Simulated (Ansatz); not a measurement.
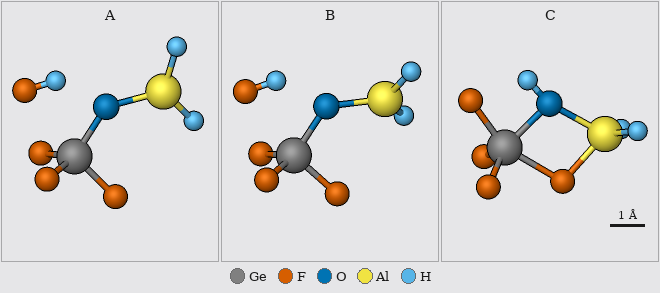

3 geometries from a converged minimum-energy path of AlGeH3OF4, shuffled. Style: ball-and-stick. Shown at a tilt.

Theory: Ansatz 0.2.0, RKS PBE-D4/def2-SVP. Set-up: 9 movable images; climbing image; force threshold 0.03 eV/Å; iteration limit 60; starting path through a guess of the saddle point.

Which frame is the transition state?

B. In order along the path, whose images run from 0 to 10: C (image 2, +29.3 kJ/mol), B (image 7, +134.4 kJ/mol), A (image 9, +133.4 kJ/mol). Breaking: Al–F (1.82 → 3.50 Å), F–Ge (1.75 → 2.54 Å), H–O (0.98 → 1.72 Å). Forming: F–H (2.46 → 0.96 Å).
